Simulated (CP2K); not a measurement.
**BSi2H7S2 (SMILES [SiH3][SiH2]B(S)S): a first try and a second**

Aim: energy and forces of BSi2H7S2 at AM1.

Program for the calculation: CP2K 2026.2.

6 further runs of the same task are left out: 3 that didn't finish, 3 set aside as unsound or not needed.

### Step 1. Starting point

BSi2H7S2 has 12 atoms, charge 0, and is taken as a singlet. SMILES: `[SiH3][SiH2]B(S)S`. Geometry: a rough force-field guess. This is one conformer, not always the lowest.

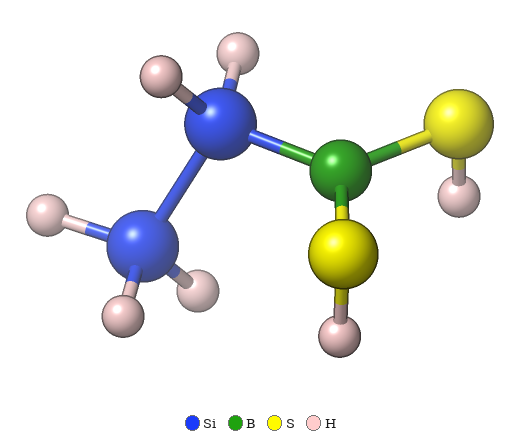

The structure, seen from a chosen angle (silicon blue, boron green, sulfur yellow, hydrogen pink).

### Step 2. The input as first written

Input file job.inp:

```
&GLOBAL
  PROJECT job
  RUN_TYPE ENERGY_FORCE
  PRINT_LEVEL MEDIUM
&END GLOBAL

&FORCE_EVAL
  METHOD QUICKSTEP
  &DFT
    ! Quickstep
    &QS
      METHOD AM1
      EPS_DEFAULT 1.0E-10
      &SE
        &COULOMB
          CUTOFF [angstrom] 50
          RC_RANGE [angstrom] 0
        &END COULOMB
        &EXCHANGE
          CUTOFF [angstrom] 50
          RC_RANGE [angstrom] 0
        &END EXCHANGE
      &END SE
    &END QS
    ! no periodic images
    &POISSON
      PERIODIC NONE
      POISSON_SOLVER ANALYTIC
    &END POISSON
    &SCF
      SCF_GUESS ATOMIC
      EPS_SCF 1.0E-07
      MAX_SCF 42
      &OT
        MINIMIZER DIIS
        PRECONDITIONER FULL_ALL
      &END OT
      &OUTER_SCF
        EPS_SCF 1.0E-07
        MAX_SCF 2
      &END OUTER_SCF
    &END SCF
    ! extra output
    &PRINT
      &MOMENTS
        PERIODIC F
        REFERENCE COM
        MAX_MOMENT 1
      &END MOMENTS
      &MO_CUBES
        NLUMO 1
        NHOMO -1
        WRITE_CUBE F
      &END MO_CUBES
      &HIRSHFELD OFF
      &END HIRSHFELD
    &END PRINT
  &END DFT
  ! structure
  &SUBSYS
    ! box in angstrom
    &CELL
      ABC 16.4 17.2 15.8
      PERIODIC NONE
    &END CELL
    &COORD
      Si    -1.269000     1.252700     0.483000
      Si     0.801700     0.618700     0.606500
      B      0.926300    -1.131800    -0.214300
      S      0.036400    -2.562600     0.481800
      S      2.070600    -1.392000    -1.715300
      H     -1.450100     2.642200     1.085000
      H     -2.150700     0.338400     1.180900
      H     -1.676800     1.381000    -0.949300
      H      1.215100     0.566300     2.060800
      H      1.671400     1.572600    -0.085900
      H     -1.138900    -2.277700    -0.331800
      H      2.270600    -1.392000    -1.715300
    &END COORD
    &TOPOLOGY
      &CENTER_COORDINATES
      &END CENTER_COORDINATES
    &END TOPOLOGY
  &END SUBSYS
  &PRINT
    &FORCES ON
    &END FORCES
  &END PRINT
&END FORCE_EVAL
```

Run with:

```
OMP_NUM_THREADS=1 cp2k.psmp -i job.inp > job.out 2>&1
```

Standard output:

```text
CP2K| version string:                                       CP2K version 2026.2
[...]
 GLOBAL| Method name                                                        CP2K
[...]
 GLOBAL| Run type                                                   ENERGY_FORCE
[...]
                             - Atoms:                                         12
[...]
                             - Spherical basis functions:                     27
[...]
 *** WARNING in particle_methods.F:720 :: The distance between the atoms 5 ***
 *** and 12 is only 0.200 angstrom and thus smaller than the threshold of  ***
 *** 0.500 angstrom                                                        ***
[...]
 Number of electrons:                                                         30
[...]
     1 OT DIIS     0.15E+00    0.0     0.23881567       -19.9572957361 -2.00E+01
[...]
    16 OT DIIS     0.15E+00    0.0     0.00000005       -23.6049676764 -7.85E-12
  *** SCF run converged in    16 steps ***
  Core-core repulsion energy [eV]:                           1851.15780088394285
  Core Hamiltonian energy [eV]:                             -1057.45558657301490
  Two-electron integral energy [eV]:                        -2872.05210135136440
  Electronic energy [eV]:                                   -2493.48163724869710
  Total energy [eV]:                                         -642.32383636475424
  Atomic reference energy [eV]:                               721.81934949850961
  Heat of formation [kcal/mol]:                              1833.21022828722425
[...]
 SE_DIPOLE| Moment [Debye]         -0.74633112      -2.01837920       0.16950363
 SE_DIPOLE| Derivative [a.u.]       0.00000000       0.00000000       0.00000000
[...]
 ENERGY| Total FORCE_EVAL ( QS ) energy [hartree]            -23.604967676423783
 FORCES| Atomic forces [hartree/bohr]
 FORCES|   Atom     x               y               z               |f|
 FORCES|      1 -3.85522604E-02  3.46598199E-02 -7.05978187E-03   5.23203633E-02
 FORCES|      2  3.77179297E-02 -3.60925557E-02  4.64633942E-03   5.24109079E-02
 FORCES|      3  5.32628996E-02 -1.57140238E-03 -2.97283292E-02   6.10178608E-02
 FORCES|      4 -1.24337041E-02  3.29490784E-02 -4.45102166E-02   5.67573620E-02
 FORCES|      5 -4.89204411E+00 -9.20970722E-02  1.13326871E-02   4.89292406E+00
 FORCES|      6  2.40978417E-03 -1.59807944E-02 -6.02285953E-03   1.72472515E-02
 FORCES|      7 -3.95487734E-03 -3.95105647E-03  2.21783265E-03   6.01420682E-03
 FORCES|      8  1.77307806E-03 -2.09890733E-03  8.40543101E-03   8.84310399E-03
 FORCES|      9 -2.71931231E-03 -7.62049544E-04 -1.29547904E-02   1.32590337E-02
 FORCES|     10  1.49735004E-03  5.08892438E-04 -5.30575242E-04   1.66809434E-03
 FORCES|     11  2.22284029E-02 -7.78720455E-03  2.16135143E-02   3.19669587E-02
 FORCES|     12  4.83081482E+00  9.22232518E-02  5.25907484E-02   4.83198125E+00
 FORCES| Sum    -2.66453526E-15 -1.38777878E-17 -3.46944695E-16
[...]
```

Wall time 0.74 s (1 thread of Arm Neoverse V1, shared host).

### Step 3. Reading the log

The run finished; that doesn't make the result usable.

What is wrong: two atoms lie on top of or far too near each other. As the program read them, the closest atoms are 0.20 Å apart, against 1.38 Å in the sound input.

### Step 4. Second attempt

Input file molecule.inp:

```
&GLOBAL
    PROJECT_NAME molecule
    RUN_TYPE ENERGY_FORCE
    PRINT_LEVEL MEDIUM
&END GLOBAL

&FORCE_EVAL
    METHOD Quickstep
    &DFT
        &QS
            METHOD AM1
            EPS_DEFAULT 1.0E-10
            &SE
                &COULOMB
                    CUTOFF [angstrom] 50
                    RC_RANGE [angstrom] 0
                &END COULOMB
                &EXCHANGE
                    CUTOFF [angstrom] 50
                    RC_RANGE [angstrom] 0
                &END EXCHANGE
            &END SE
        &END QS
        &POISSON
            PERIODIC NONE
            POISSON_SOLVER ANALYTIC
        &END POISSON
        &SCF
            SCF_GUESS ATOMIC
            EPS_SCF 1.0E-07
            MAX_SCF 40
            &OT
                MINIMIZER DIIS
                PRECONDITIONER FULL_ALL
            &END OT
            &OUTER_SCF
                EPS_SCF 1.0E-07
                MAX_SCF 8
            &END OUTER_SCF
        &END SCF
        &PRINT
            &MOMENTS
                PERIODIC F
                REFERENCE COM
                MAX_MOMENT 1
            &END MOMENTS
            &MO_CUBES
                NLUMO 1
                NHOMO -1
                WRITE_CUBE F
            &END MO_CUBES
            &HIRSHFELD OFF
            &END HIRSHFELD
        &END PRINT
    &END DFT
    &SUBSYS
        &CELL
            ABC 16.2 17.2 16.6
            PERIODIC NONE
        &END CELL
        &COORD
            Si    -1.269000     1.252700     0.483000
            Si     0.801700     0.618700     0.606500
            B      0.926300    -1.131800    -0.214300
            S      0.036400    -2.562600     0.481800
            S      2.070600    -1.392000    -1.715300
            H     -1.450100     2.642200     1.085000
            H     -2.150700     0.338400     1.180900
            H     -1.676800     1.381000    -0.949300
            H      1.215100     0.566300     2.060800
            H      1.671400     1.572600    -0.085900
            H     -1.138900    -2.277700    -0.331800
            H      1.041200    -1.063100    -2.567500
        &END COORD
        &TOPOLOGY
            &CENTER_COORDINATES
            &END CENTER_COORDINATES
        &END TOPOLOGY
    &END SUBSYS
    &PRINT
        &FORCES ON
        &END FORCES
    &END PRINT
&END FORCE_EVAL
```

Run with:

```
OMP_NUM_THREADS=1 cp2k.psmp -i molecule.inp > molecule.out 2>&1
```

Standard output, shortened:

```text
CP2K| version string:                                       CP2K version 2026.2
[...]
 GLOBAL| Method name                                                        CP2K
[...]
 GLOBAL| Run type                                                   ENERGY_FORCE
[...]
                             - Atoms:                                         12
[...]
                             - Spherical basis functions:                     27
[...]
 Number of electrons:                                                         30
[...]
     1 OT DIIS     0.15E+00    0.0     0.23645699       -22.7567286322 -2.28E+01
[...]
     9 OT DIIS     0.15E+00    0.0     0.00000006       -26.4879510282 -6.64E-12
  *** SCF run converged in     9 steps ***
  Core-core repulsion energy [eV]:                           1744.72821313998634
  Core Hamiltonian energy [eV]:                             -1096.40982609287926
  Two-electron integral energy [eV]:                        -2738.18438009732790
  Electronic energy [eV]:                                   -2465.50201614154321
  Total energy [eV]:                                         -720.77380300155698
  Atomic reference energy [eV]:                               721.81934949850961
  Heat of formation [kcal/mol]:                                24.11087691374976
[...]
 SE_DIPOLE| Moment [Debye]          2.95755772      -2.46291008       0.53044241
 SE_DIPOLE| Derivative [a.u.]       0.00000000       0.00000000       0.00000000
 *** WARNING in qs_scf_post_se.F:140 :: Printing of MO cube files not ***
 *** implemented for Semi-Empirical method.                           ***
 ENERGY| Total FORCE_EVAL ( QS ) energy [hartree]            -26.487951028183438
[...]
```

Wall time 0.66 s (1 thread of Arm Neoverse V1, shared host).

### Step 5. Results

Level: AM1.

```
                                 quantity          value
                             total energy   -26.48795 Eh
                            dipole moment         3.89 D
heat of formation at this unrelaxed shape  24.1 kcal/mol
                 largest force on an atom     2.774 eV/Å
```

What this shows: The first attempt's energy was +78.450 eV off this one. The largest force is 2.77 eV/Å: the shape isn't a stationary point for this species at this level.
